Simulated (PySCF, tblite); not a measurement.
# C6H11B: dynamics, then NMR shifts on frames, part 2 of 2

tblite 0.8.0 and PySCF 2.14.0. Atoms count from 0. The steps go on from the part before.

### Step 5. Shielding tensors: 625 fs, PBE0/pcSseg-1

Job settings and geometry (Å):

```
{"job": {"kind": "nmr", "xc": "PBE0", "basis": "pcSseg-1", "pop": false}, "charge": 0, "multiplicity": 1}
C     -1.626300    -0.047900     1.666300
B     -0.598000    -0.675900     0.605900
C     -0.787900    -2.140900     0.153300
C      0.526500     0.222200     0.019100
C      1.984700    -0.319900     0.085500
C      2.540100     0.643300    -0.871300
C      1.346100    -0.154500    -1.194900
H     -2.349300     0.642000     1.079200
H     -1.138900     0.699400     2.282900
H     -2.184700    -0.675500     2.354700
H     -1.626700    -2.233600    -0.545800
H      0.122000    -2.531000    -0.384300
H     -0.946300    -2.819700     0.920900
H      0.408400     1.283300     0.175700
H      2.340700    -1.151100     0.616600
H      2.253900     1.657900    -0.672300
H      3.438100     0.446000    -1.488700
H      1.020700    -0.799400    -1.984100
```

Method: GIAO PBE0/pcSseg-1 NMR shielding, non-relativistic, gas phase.

Output:

```text
coarse grid: 14424 points
cycle   1  E = -259.5630926778  dE =  1.024e+00  |g| = 4.946e-01  |ddm| = 3.658e+00
cycle   2  E = -259.5540064504  dE =  9.086e-03  |g| = 5.386e-01  |ddm| = 9.691e-01
cycle   3  E = -259.6313632427  dE = -7.736e-02  |g| = 2.448e-02  |ddm| = 5.215e-01
cycle   4  E = -259.6314255795  dE = -6.234e-05  |g| = 1.815e-02  |ddm| = 3.644e-02
cycle   5  E = -259.6315012135  dE = -7.563e-05  |g| = 3.986e-03  |ddm| = 1.821e-02
cycle   6  E = -259.6315049585  dE = -3.745e-06  |g| = 7.663e-04  |ddm| = 4.008e-03
final grid: 137552 points
cycle   7  E = -259.6694342364  dE = -4.739e-05  |g| = 9.337e-03  |ddm| = 3.833e-02
cycle   8  E = -259.6694267047  dE =  7.532e-06  |g| = 1.097e-02  |ddm| = 1.826e-02
cycle   9  E = -259.6694568053  dE = -3.010e-05  |g| = 6.756e-04  |ddm| = 9.910e-03
cycle  10  E = -259.6694569099  dE = -1.047e-07  |g| = 2.273e-04  |ddm| = 8.535e-04
cycle  11  E = -259.6694569226  dE = -1.262e-08  |g| = 4.774e-05  |ddm| = 2.378e-04
cycle  12  E = -259.6694569230  dE = -4.602e-10  |g| = 1.744e-05  |ddm| = 5.428e-05
converged SCF energy = -259.6694569230

GIAO shielding tensors (ppm)
atom      isotropic    diamagn.    paramagn.     s11        s22        s33       span
  0 C      169.547     253.262     -83.715    147.032    174.865    186.744     39.713
  1 B       19.513     186.375    -166.862    -39.959    -21.986    120.484    160.443
  2 C      178.494     254.173     -75.679    158.132    187.591    189.760     31.628
  3 C      139.919     251.254    -111.335     99.229    121.907    198.621     99.392
  4 C      181.312     253.598     -72.285    141.663    189.203    213.071     71.408
  5 C      158.409     260.631    -102.223    133.650    146.838    194.737     61.087
  6 C      180.892     251.416     -70.524    147.317    186.138    209.219     61.902
  7 H       29.654      29.158       0.495     26.070     27.752     35.139      9.069
  8 H       30.632      31.950      -1.318     26.630     30.479     34.786      8.157
  9 H       30.638      30.064       0.574     26.780     28.949     36.184      9.403
 10 H       31.268      30.515       0.753     26.961     29.116     37.726     10.765
 11 H       30.311      32.371      -2.060     25.210     31.891     33.832      8.622
 12 H       32.336      31.856       0.480     28.187     30.326     38.494     10.307
 13 H       31.994      33.752      -1.758     25.675     31.843     38.465     12.790
 14 H       30.340      33.497      -3.157     24.123     28.093     38.805     14.682
 15 H       32.135      32.674      -0.539     24.836     30.312     41.258     16.422
 16 H       29.577      29.836      -0.259     23.696     24.976     40.059     16.363
 17 H       29.530      33.223      -3.692     23.021     27.906     37.663     14.642
```

Wall time 40 s (1 thread of Arm Neoverse N1, shared host); peak memory 0.81 GiB.

This run: δ C3 47.0, C5 28.5, C0 17.4, C2 8.4, H17 2.19, H16 2.14 ppm.

### Step 6. Nuclear shieldings: 800 fs, PBE0/pcSseg-1

Job settings and geometry (Å):

```
{"job": {"kind": "nmr", "xc": "PBE0", "basis": "pcSseg-1", "pop": false}, "charge": 0, "multiplicity": 1}
C     -1.804500    -0.000600     1.288600
B     -0.562300    -0.726200     0.525200
C     -0.651000    -2.238000     0.246800
C      0.646500     0.114500     0.031600
C      2.075000    -0.426100     0.114500
C      2.614300     0.583200    -0.798800
C      1.435200    -0.275900    -1.199200
H     -2.131400     0.976000     0.934900
H     -1.565700     0.143600     2.363000
H     -2.623600    -0.751300     1.273600
H     -1.423900    -2.449300    -0.486200
H      0.290100    -2.532000    -0.302700
H     -0.801700    -2.865600     1.134500
H      0.574500     1.165900     0.104300
H      2.486100    -1.100000     0.792400
H      2.471200     1.633100    -0.696600
H      3.610100     0.434700    -1.254000
H      1.238600    -0.915000    -2.022400
```

Level: GIAO PBE0/pcSseg-1 NMR shielding, non-relativistic, gas phase.

Output:

```text
coarse grid: 14424 points
cycle   1  E = -259.5641439241  dE =  9.802e-01  |g| = 4.861e-01  |ddm| = 3.646e+00
cycle   2  E = -259.5556382820  dE =  8.506e-03  |g| = 5.292e-01  |ddm| = 9.631e-01
cycle   3  E = -259.6302252933  dE = -7.459e-02  |g| = 2.415e-02  |ddm| = 5.183e-01
cycle   4  E = -259.6302901763  dE = -6.488e-05  |g| = 1.724e-02  |ddm| = 3.670e-02
cycle   5  E = -259.6303586430  dE = -6.847e-05  |g| = 3.665e-03  |ddm| = 1.775e-02
cycle   6  E = -259.6303618663  dE = -3.223e-06  |g| = 4.105e-04  |ddm| = 3.557e-03
final grid: 137552 points
cycle   7  E = -259.6686411634  dE = -4.627e-05  |g| = 9.243e-03  |ddm| = 3.727e-02
cycle   8  E = -259.6686338791  dE =  7.284e-06  |g| = 1.086e-02  |ddm| = 1.848e-02
cycle   9  E = -259.6686633776  dE = -2.950e-05  |g| = 5.686e-04  |ddm| = 9.976e-03
cycle  10  E = -259.6686634496  dE = -7.200e-08  |g| = 2.195e-04  |ddm| = 7.846e-04
cycle  11  E = -259.6686634618  dE = -1.217e-08  |g| = 3.388e-05  |ddm| = 2.256e-04
cycle  12  E = -259.6686634620  dE = -2.261e-10  |g| = 1.405e-05  |ddm| = 4.609e-05
converged SCF energy = -259.6686634620

GIAO shielding tensors (ppm)
atom      isotropic    diamagn.    paramagn.     s11        s22        s33       span
  0 C      168.617     251.576     -82.960    147.485    170.754    187.611     40.126
  1 B       15.763     187.036    -171.273    -37.560    -34.101    118.949    156.509
  2 C      175.457     256.399     -80.942    155.842    180.734    189.794     33.951
  3 C      141.908     247.744    -105.835     99.846    123.618    202.262    102.416
  4 C      179.444     253.170     -73.725    144.714    189.403    204.216     59.502
  5 C      155.418     256.151    -100.733    132.011    140.085    194.158     62.147
  6 C      182.060     247.284     -65.224    144.529    187.104    214.548     70.020
  7 H       30.494      31.222      -0.728     26.822     29.096     35.564      8.742
  8 H       30.628      29.388       1.240     27.276     28.547     36.061      8.786
  9 H       30.007      29.625       0.383     25.854     30.120     34.048      8.194
 10 H       31.425      31.176       0.249     27.035     29.661     37.579     10.544
 11 H       29.875      32.229      -2.354     24.628     30.361     34.636     10.008
 12 H       30.768      29.858       0.910     26.911     28.646     36.746      9.835
 13 H       32.415      34.254      -1.839     25.163     32.693     39.390     14.227
 14 H       29.723      33.901      -4.178     23.962     28.042     37.164     13.202
 15 H       31.726      33.132      -1.406     25.364     29.994     39.819     14.456
 16 H       30.010      29.244       0.767     23.830     25.715     40.486     16.655
 17 H       29.657      31.942      -2.285     23.580     27.706     37.685     14.105
```

Run time: 42 s. Hardware: 1 thread of Arm Neoverse N1, shared host; peak memory 0.81 GiB.

This run: δ C3 45.0, C5 31.5, C0 18.3, C2 11.5, H17 2.06, H14 1.99 ppm.

### Step 7. Shielding tensors: 1000 fs, PBE0/pcSseg-1

Job settings and geometry (Å):

```
{"job": {"kind": "nmr", "xc": "PBE0", "basis": "pcSseg-1", "pop": false}, "charge": 0, "multiplicity": 1}
C     -1.795100    -0.265700     1.233900
B     -0.553100    -0.723900     0.316100
C     -0.239000    -2.235000     0.130800
C      0.618500     0.197300    -0.078500
C      2.019700    -0.328700     0.152900
C      2.691000     0.598800    -0.832600
C      1.548000    -0.284200    -1.187300
H     -2.660600    -0.909300     1.152400
H     -2.109800     0.760700     1.097500
H     -1.341700    -0.380600     2.263800
H     -1.097700    -2.790600    -0.187400
H      0.561900    -2.435700    -0.572800
H     -0.027500    -2.596600     1.157900
H      0.529800     1.295500     0.002700
H      2.351400    -1.082800     0.771800
H      2.504800     1.630500    -0.639600
H      3.722100     0.389600    -1.109500
H      1.446100    -0.987100    -1.998500
```

Level: GIAO PBE0/pcSseg-1 NMR shielding, non-relativistic, gas phase.

Output:

```text
coarse grid: 14424 points
cycle   1  E = -259.5660710724  dE =  1.044e+00  |g| = 4.923e-01  |ddm| = 3.647e+00
cycle   2  E = -259.5581440851  dE =  7.927e-03  |g| = 5.337e-01  |ddm| = 9.646e-01
cycle   3  E = -259.6334161986  dE = -7.527e-02  |g| = 3.136e-02  |ddm| = 5.206e-01
cycle   4  E = -259.6335179870  dE = -1.018e-04  |g| = 2.297e-02  |ddm| = 4.850e-02
cycle   5  E = -259.6336433827  dE = -1.254e-04  |g| = 3.480e-03  |ddm| = 2.150e-02
cycle   6  E = -259.6336462203  dE = -2.838e-06  |g| = 6.892e-04  |ddm| = 3.289e-03
final grid: 137552 points
cycle   7  E = -259.6723460753  dE = -4.491e-05  |g| = 9.391e-03  |ddm| = 3.481e-02
cycle   8  E = -259.6723388522  dE =  7.223e-06  |g| = 1.095e-02  |ddm| = 1.866e-02
cycle   9  E = -259.6723688035  dE = -2.995e-05  |g| = 6.568e-04  |ddm| = 1.015e-02
cycle  10  E = -259.6723689024  dE = -9.887e-08  |g| = 2.049e-04  |ddm| = 8.378e-04
cycle  11  E = -259.6723689127  dE = -1.028e-08  |g| = 3.226e-05  |ddm| = 1.878e-04
cycle  12  E = -259.6723689129  dE = -2.126e-10  |g| = 1.164e-05  |ddm| = 3.548e-05
converged SCF energy = -259.6723689129

GIAO shielding tensors (ppm)
atom      isotropic    diamagn.    paramagn.     s11        s22        s33       span
  0 C      170.407     253.559     -83.152    149.434    179.869    181.918     32.485
  1 B       19.342     187.044    -167.702    -32.889    -29.643    120.559    153.448
  2 C      174.619     255.007     -80.389    154.782    183.326    185.748     30.966
  3 C      141.183     248.737    -107.554    100.142    119.546    203.861    103.719
  4 C      179.802     252.880     -73.078    141.812    185.705    211.889     70.078
  5 C      156.426     258.618    -102.192    136.661    138.699    193.919     57.258
  6 C      174.330     249.906     -75.575    141.104    183.831    198.056     56.952
  7 H       30.608      30.391       0.217     26.573     29.520     35.732      9.159
  8 H       30.456      31.840      -1.385     26.426     29.491     35.449      9.024
  9 H       30.564      29.564       1.000     27.734     28.260     35.699      7.965
 10 H       31.532      31.224       0.308     27.022     29.850     37.723     10.702
 11 H       30.666      33.544      -2.878     24.776     31.596     35.625     10.849
 12 H       31.236      30.437       0.799     27.324     29.605     36.780      9.457
 13 H       31.454      32.611      -1.157     24.656     31.126     38.580     13.925
 14 H       30.997      34.658      -3.662     24.714     29.197     39.079     14.364
 15 H       32.235      33.147      -0.912     25.321     30.460     40.924     15.603
 16 H       30.338      30.215       0.123     24.326     25.791     40.897     16.571
 17 H       29.196      32.180      -2.983     23.052     27.684     36.854     13.803
```

Run time: 41 s. Hardware: 1 thread of Arm Neoverse N1, shared host; peak memory 0.81 GiB.

This run: δ C3 45.7, C5 30.5, C0 16.5, C6 12.6, H17 2.52, H16 1.38 ppm.

### Step 8. Side by side: NMR shifts

Shifts (ppm) of some atoms, chosen among heavy atoms and hydrogens apart, with basis size and wall time:

```
  frame    C3    C5    C6    C4    C2   H14    H15  functions  time
 250 fs  50.4  34.6  17.5  14.6   9.5  3.29   1.38        174  41 s
 425 fs  52.3  32.4  10.9   2.5  13.5  0.55   1.14        174  40 s
 625 fs  47.0  28.5   6.0   5.6   8.4  1.38  -0.42        174  40 s
 800 fs  45.0  31.5   4.9   7.5  11.5  1.99  -0.01        174  42 s
1000 fs  45.7  30.5  12.6   7.1  12.3  0.72  -0.52        174  41 s
```

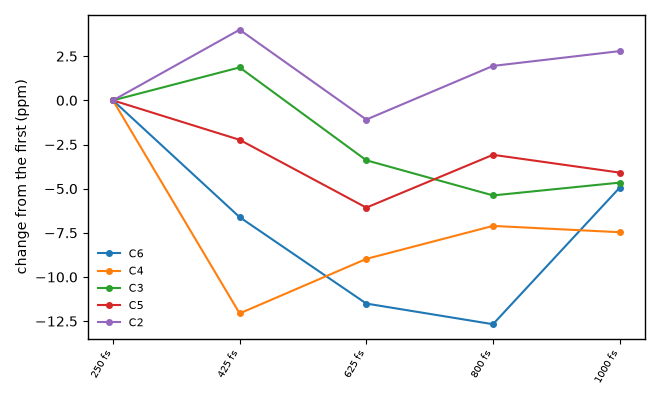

How five of the tabulated atoms move from run to run.

### Step 9. What came out

This closing draws on all 2 parts.

| quantity | value |
| --- | --- |
| thermostat | 200 K |
| mean temperature, second half | 186 K |
| mean potential energy above the minimum | 0.29 eV |
| ¹³C shifts against TMS (PBE0/pcSseg-1, 250 fs) | 50.4, 34.6, 17.5, 14.8, 14.6, 9.5 ppm |
| ¹H shifts against TMS (PBE0/pcSseg-1, 250 fs) | 3.29, 2.78, 1.38, 1.26, 1.05, 1.01, 0.81, 0.75, 0.71, 0.47, 0.06 ppm |
| ¹¹B shifts against BF3·OEt2 (PBE0/pcSseg-1, 250 fs) | 83.0 ppm |
| range of the shift of C6 | 4.9 to 17.5 ppm |

**Reading.** In the second half the potential energy averages 0.29 eV above the minimum; equipartition over 48 harmonic modes at 200 K would give 0.41 eV. With 18 atoms the temperature swings widely (109 to 271 K). Shifts at one fixed geometry are not the observed spectrum, which averages over the motion. In the first frame run (250 fs): Shielding is most anisotropic at B1 (span 161 ppm, paramagnetic term -170 ppm). Across the 5 runs the shift of C6 moves most, between 4.9 (800 fs) and 17.5 ppm (250 fs).
